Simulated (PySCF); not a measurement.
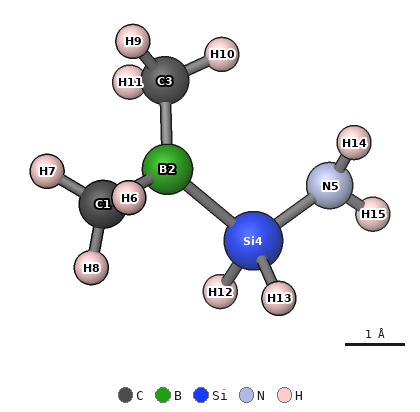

**Figure 1.** The structure (ball-and-stick view, seen at a tilt; atoms are numbered from 1 in the order of the input). Bond lengths as drawn: B–C 1.56 to 1.57 Å, B–Si 2.03 Å, C–H 1.10 to 1.11 Å, H–N 1.01 to 1.02 Å, H–Si 1.50 to 1.51 Å and N–Si 1.75 Å.

**What a change does: NMR shielding calculation on C₂H₁₀BNSi**

System: C₂H₁₀BNSi, SMILES CB(C)[SiH2]N.
Method of the first run: GIAO PBE0/STO-3G NMR shielding, non-relativistic, gas phase (PySCF 2.14.0).

The geometry comes from this level: PBE0-D3(BJ)/def2-SVP. Text and figures count atoms from 1; the logs count them from 0 in places.

**The input, the first run**
```
{"job": {"kind": "nmr", "xc": "PBE0", "basis": "STO-3G", "pop": true}, "charge": 0, "multiplicity": 1}
C     -1.623600     0.397176     1.294307
B     -0.534231    -0.052724     0.262307
C     -0.942811    -0.662990    -1.118989
Si     1.428744     0.115287     0.751282
N      2.438422    -0.076729    -0.660698
H     -1.778085     1.473406     1.070421
H     -2.603778    -0.088918     1.162797
H     -1.323168     0.354584     2.352480
H     -1.947594    -0.380661    -1.472220
H     -0.203265    -0.556035    -1.925931
H     -0.985993    -1.752642    -0.905242
H      1.802549    -0.983271     1.706651
H      1.657307     1.390801     1.530369
H      2.233154     0.510443    -1.462791
H      3.443879    -0.137215    -0.536574
```

The first line tells a small driver script what to run in PySCF; the rest is the geometry in Å.

Command:
```bash
OMP_NUM_THREADS=1 python <driver script> task.json out
```

Hardware: 1 CPU thread, shared host.

**Output (the first run)**
```
coarse grid: 12144 points
cycle   1  E = -445.6411516126  dE = -1.326e-02  |g| = 4.747e-01  |ddm| = 4.380e+00
cycle   2  E = -445.6535893775  dE = -1.244e-02  |g| = 4.395e-01  |ddm| = 1.228e+00
cycle   3  E = -445.7132693827  dE = -5.968e-02  |g| = 2.900e-02  |ddm| = 6.530e-01
cycle   4  E = -445.7135603895  dE = -2.910e-04  |g| = 1.027e-02  |ddm| = 6.085e-02
cycle   5  E = -445.7135957228  dE = -3.533e-05  |g| = 1.270e-03  |ddm| = 1.647e-02
cycle   6  E = -445.7135964289  dE = -7.061e-07  |g| = 2.568e-04  |ddm| = 2.847e-03
final grid: 110264 points
cycle   7  E = -445.6893126481  dE = -7.496e-06  |g| = 4.208e-03  |ddm| = 1.447e-02
cycle   8  E = -445.6893143467  dE = -1.699e-06  |g| = 3.568e-03  |ddm| = 1.068e-02
cycle   9  E = -445.6893183161  dE = -3.969e-06  |g| = 1.429e-04  |ddm| = 4.907e-03
cycle  10  E = -445.6893183236  dE = -7.534e-09  |g| = 2.799e-05  |ddm| = 2.748e-04
cycle  11  E = -445.6893183239  dE = -2.619e-10  |g| = 5.545e-06  |ddm| = 4.546e-05
converged SCF energy = -445.6893183239

GIAO shielding tensors (ppm)
atom      isotropic    diamagn.    paramagn.     s11        s22        s33       span
  0 C      214.870     245.960     -31.090    201.530    217.311    225.770     24.240
  1 B       14.048     197.914    -183.866    -82.758    -25.891    150.793    233.551
  2 C      214.485     246.690     -32.205    200.399    216.805    226.250     25.851
  3 Si     567.576     870.219    -302.642    522.044    542.666    638.019    115.975
  4 N      336.508     312.001      24.507    293.445    307.349    408.729    115.285
  5 H       31.798      30.350       1.447     27.643     29.406     38.344     10.701
  6 H       30.916      30.018       0.897     26.490     29.198     37.059     10.568
  7 H       30.689      30.456       0.233     26.273     29.774     36.021      9.748
  8 H       30.941      30.769       0.171     26.627     29.048     37.147     10.520
  9 H       30.432      31.888      -1.456     25.325     30.405     35.567     10.241
 10 H       31.712      30.565       1.147     27.039     29.683     38.414     11.376
 11 H       30.387      31.764      -1.377     26.401     28.363     36.397      9.996
 12 H       30.405      31.956      -1.551     26.177     28.752     36.286     10.109
 13 H       34.599      32.080       2.519     25.233     31.899     46.664     21.431
 14 H       34.561      30.284       4.277     24.852     30.837     47.993     23.141
```

The input of the second run differs as follows (lines with − go, lines with + come):
```diff
-"basis": "STO-3G"
+"basis": "6-31G*"
```

How does the second run compare with the first run?

The total energy of the second run is 3323.6 kcal/mol lower, which measures the change of basis and not a stability. The HOMO goes from −3.28 to −6.72 eV. The LUMO goes from 2.11 to −0.86 eV. The dipole moment goes from 0.91 to 1.21 D. Of all shieldings, the largest change is that of Si4, by −117.1 ppm. The SCF takes 12 iterations against 11. The basis functions go from 39 to 94.

**Output (the second run)**
```
coarse grid: 12144 points
cycle   1  E = -450.9596084309  dE =  9.726e-02  |g| = 5.570e-01  |ddm| = 3.166e+00
cycle   2  E = -450.9276907074  dE =  3.192e-02  |g| = 6.651e-01  |ddm| = 1.075e+00
cycle   3  E = -451.0353647133  dE = -1.077e-01  |g| = 6.899e-02  |ddm| = 6.397e-01
cycle   4  E = -451.0364329536  dE = -1.068e-03  |g| = 2.232e-02  |ddm| = 8.512e-02
cycle   5  E = -451.0365571065  dE = -1.242e-04  |g| = 3.292e-03  |ddm| = 2.220e-02
cycle   6  E = -451.0365606224  dE = -3.516e-06  |g| = 5.854e-04  |ddm| = 5.428e-03
final grid: 110264 points
cycle   7  E = -450.9858384387  dE = -1.666e-05  |g| = 8.423e-03  |ddm| = 1.791e-02
cycle   8  E = -450.9858301380  dE =  8.301e-06  |g| = 1.045e-02  |ddm| = 1.603e-02
cycle   9  E = -450.9858564100  dE = -2.627e-05  |g| = 8.077e-04  |ddm| = 8.845e-03
cycle  10  E = -450.9858565721  dE = -1.621e-07  |g| = 1.060e-04  |ddm| = 8.329e-04
cycle  11  E = -450.9858565746  dE = -2.497e-09  |g| = 2.250e-05  |ddm| = 1.085e-04
cycle  12  E = -450.9858565748  dE = -1.704e-10  |g| = 2.984e-06  |ddm| = 4.092e-05
converged SCF energy = -450.9858565748

GIAO shielding tensors (ppm)
atom      isotropic    diamagn.    paramagn.     s11        s22        s33       span
  0 C      173.613     251.010     -77.398    149.341    180.716    190.781     41.440
  1 B       13.590     192.187    -178.597    -61.236    -32.437    134.443    195.679
  2 C      172.146     250.834     -78.688    146.608    179.428    190.402     43.794
  3 Si     450.463     883.157    -432.694    384.640    430.432    536.317    151.676
  4 N      267.771     318.232     -50.461    239.084    262.263    301.966     62.881
  5 H       31.391      29.723       1.668     27.656     30.340     36.178      8.522
  6 H       30.428      29.970       0.457     27.075     29.726     34.482      7.407
  7 H       30.079      29.909       0.170     26.522     29.852     33.862      7.340
  8 H       30.451      30.375       0.075     27.186     29.598     34.569      7.383
  9 H       29.731      31.076      -1.345     25.498     30.002     33.692      8.194
 10 H       31.280      29.750       1.530     27.039     30.560     36.242      9.204
 11 H       27.018      29.970      -2.952     23.674     26.314     31.066      7.392
 12 H       26.872      30.070      -3.198     22.523     26.366     31.728      9.205
 13 H       32.822      30.752       2.070     25.694     29.702     43.071     17.378
 14 H       32.545      28.352       4.193     24.492     28.753     44.391     19.898
```

**The two runs side by side**

```tsv
quantity	the first run	the second run
outcome	converged	converged
total energy (hartree)	−445.689318	−450.985857
HOMO (eV)	−3.28	−6.72
LUMO (eV)	2.11	−0.86
dipole moment (D)	0.91	1.21
shielding of C1 (ppm)	214.9	173.6
shielding of C3 (ppm)	214.5	172.1
shielding of Si4 (ppm)	567.6	450.5
shielding of N5 (ppm)	336.5	267.8
shielding of H12 (ppm)	30.4	27.0
shielding of H13 (ppm)	30.4	26.9
shielding of H15 (ppm)	34.6	32.5
SCF iterations	11	12
basis functions	39	94
wall time (shared host)	3.5 s	8.8 s
```
